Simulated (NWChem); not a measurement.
**MgN2H4 (SMILES [NH2][Mg][NH2]): r2SCAN/cc-pVDZ**

Aim: the electronic atomisation energy of MgN2H4 at r2SCAN/cc-pVDZ, from 4 runs. 

The calculation is run with NWChem 7.3.0.

4 further runs of the same task are left out: 1 that didn't finish, 3 set aside as unsound or not needed.

### 1 Starting point

MgN2H4 has 7 atoms, charge 0, and is taken as a singlet. As SMILES, `[NH2][Mg][NH2]`. Geometry: relaxed at PBE0-D4/def2-TZVP.

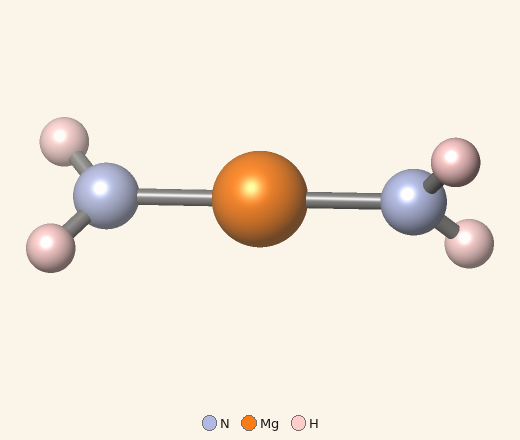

The structure, seen from a chosen angle (nitrogen light blue, magnesium orange, hydrogen pink).

### 2 The energy at r2SCAN/cc-pVDZ (run 1)

File run.nw:

```
start run
title "H4MgN2 energy"
memory stack 880 mb heap 220 mb global 1100 mb
charge 0
geometry noautosym nocenter noautoz
  N     -1.567200    -0.033600    -1.042200
  Mg     0.008800    -0.009600    -0.006700
  N      1.584700     0.014200     1.029100
  H     -2.312000    -0.711700    -0.984600
  H     -1.824400     0.629300    -1.757900
  H      2.457500    -0.438600     0.803100
  H      1.713700     0.482100     1.913500
end
basis spherical bse
  * library cc-pVDZ
end
dft
  xc r2scan
  grid fine
  convergence energy 1e-08
  maxiter 100
  mulliken
  noprint "final vectors analysis"
end
task dft energy
```

On the command line:

```console
$ nwchem run.nw > run.out
```

What it wrote:

```text
[...]
          Wavefunction type:  closed shell.
          No. of atoms     :     7
          No. of electrons :    30
[...]
          Charge           :     0
          Spin multiplicity:     1
[...]
          AO basis - number of functions:    66
[...]
              XC Information
              --------------
                      r^2SCAN Method XC Functional
               r^2SCAN metaGGA Exchange Functional  1.000
                     r^2SCAN Correlation Potential  1.000
[...]
 d= 0,ls=0.0,diis     1   -311.8399184310 -3.95D+02  2.07D-02  7.45D-01     2.5
[...]
 d= 0,ls=0.0,diis     8   -311.9294767735 -3.36D-09  9.63D-07  1.25D-08    14.1
         Total DFT energy =     -311.929476773522
      One electron energy =     -596.617983875397
           Coulomb energy =      233.724558171505
    Exchange-Corr. energy =      -31.851415372654
 Nuclear repulsion energy =       82.815364303024
[...]
      Total Density - Mulliken Population Analysis
     ---------------------------------------------
    Atom       Charge   Shell Charges
 -----------   ------   -------------------------------------------------------
    1 N    7     7.46   2.01  0.73  0.71  2.39  1.61  0.01
    2 Mg  12    11.43   2.00  2.02  0.45  0.05  6.00  0.44  0.22  0.24
    3 N    7     7.46   2.01  0.73  0.71  2.39  1.61  0.01
    4 H    1     0.91   0.72  0.13  0.06
    5 H    1     0.91   0.72  0.13  0.06
    6 H    1     0.91   0.72  0.13  0.06
    7 H    1     0.91   0.72  0.13  0.06
[...]
```

Wall time 15 s (1 thread of Intel Xeon Platinum 8375C at 2.90GHz (Ice Lake), shared host); peak memory 0.11 GiB.

### 3 The H atom at the same level (run 2)

File h.nw:

```
start h
title "H"
memory 2200 mb
charge 0

geometry units angstrom noautosym nocenter noautoz
  H        0.000000       0.000000       0.000000
end

basis "ao basis" spherical bse
  * library cc-pVDZ
end

dft
  xc r2scan
  mult 2
  grid fine
  convergence energy 1e-08
  maxiter 100
  mulliken
  noprint "final vectors analysis"
end

task dft energy
```

On the command line:

```console
$ nwchem h.nw > h.out
```

What it wrote:

```text
[...]
          Wavefunction type:  spin polarized.
          No. of atoms     :     1
          No. of electrons :     1
[...]
          Charge           :     0
          Spin multiplicity:     2
[...]
          AO basis - number of functions:     5
[...]
              XC Information
              --------------
                      r^2SCAN Method XC Functional
               r^2SCAN metaGGA Exchange Functional  1.000
                     r^2SCAN Correlation Potential  1.000
[...]
 d= 0,ls=0.0,diis     1     -0.4992083246 -4.99D-01  1.38D-04  1.22D-07     0.1
[...]
  Singularity in Pulay matrix. Error and Fock matrices removed.
 d= 0,ls=0.0,diis     3     -0.4992084615 -5.04D-08  8.87D-08  6.06D-14     0.1
[...]
  Singularity in Pulay matrix. Error and Fock matrices removed.
 d= 0,ls=0.0,diis     4     -0.4992084615 -4.08D-14  7.55D-09  3.73D-16     0.1
[...]
         Total DFT energy =       -0.499208461477
      One electron energy =       -0.499278319775
           Coulomb energy =        0.312504321761
    Exchange-Corr. energy =       -0.312434463463
 Nuclear repulsion energy =        0.000000000000
[...]
      Total Density - Mulliken Population Analysis
     ---------------------------------------------
    Atom       Charge   Shell Charges
 -----------   ------   -------------------------------------------------------
    1 H    1     1.00   0.55  0.45  0.00
     --------------------------------------------
      Spin Density - Mulliken Population Analysis
     --------------------------------------------
    Atom       Charge   Shell Charges
 -----------   ------   -------------------------------------------------------
    1 H    1     1.00   0.55  0.45  0.00
[...]
      <S2> =      0.7500 (Exact =     0.7500)
[...]
```

Wall time 0.62 s (1 thread of Intel Xeon Platinum 8375C at 2.90GHz (Ice Lake), shared host); peak memory 0.1 GiB.

### 4 The Mg atom at the same level (run 3)

File input.nw:

```
start input
memory stack 880 mb heap 220 mb global 1100 mb

geometry noautosym nocenter noautoz
  Mg     0.000000     0.000000     0.000000
end

basis spherical bse
  Mg library cc-pVDZ
end

dft
  xc r2scan
  grid fine
  convergence energy 1e-08
  maxiter 100
  mulliken
  noprint "final vectors analysis"
end

task dft energy
```

Run the same way, it converges to -200.03361 Eh (log not shown).

### 5 The N atom at the same level (run 4)

File nw.nw:

```
start nw
memory 2200 mb
geometry units bohr noautosym nocenter noautoz
N      0.00000000     0.00000000     0.00000000
end
basis spherical bse
* library cc-pVDZ
end
dft
xc r2scan
mult 4
grid fine
convergence energy 1e-08
iterations 100
mulliken
print low
end
task dft energy
```

Run the same way, it converges to -54.56785 Eh (log not shown).

### 6 Overview of the runs

```
run             level  partner  energy (Eh)  wall time
  1    r2SCAN/cc-pVDZ     base  -311.929477       15 s
  2  U-r2SCAN/cc-pVDZ    atoms    -0.499208     0.62 s
  3    r2SCAN/cc-pVDZ    atoms  -200.033612      1.3 s
  4  U-r2SCAN/cc-pVDZ    atoms   -54.567847     0.83 s
```

### 7 Summary of results

Level: r2SCAN/cc-pVDZ.

| quantity | value |
| --- | --- |
| N atom: total energy | -54.56785 Eh |
| N atom: ⟨S²⟩ | 3.753 |
| electronic atomisation energy | 20.771 eV |

Taking the molecule apart into free atoms costs 20.77 eV (479 kcal/mol), before zero-point energy and without spin-orbit coupling. All runs together took 17 s, the longest 15 s.
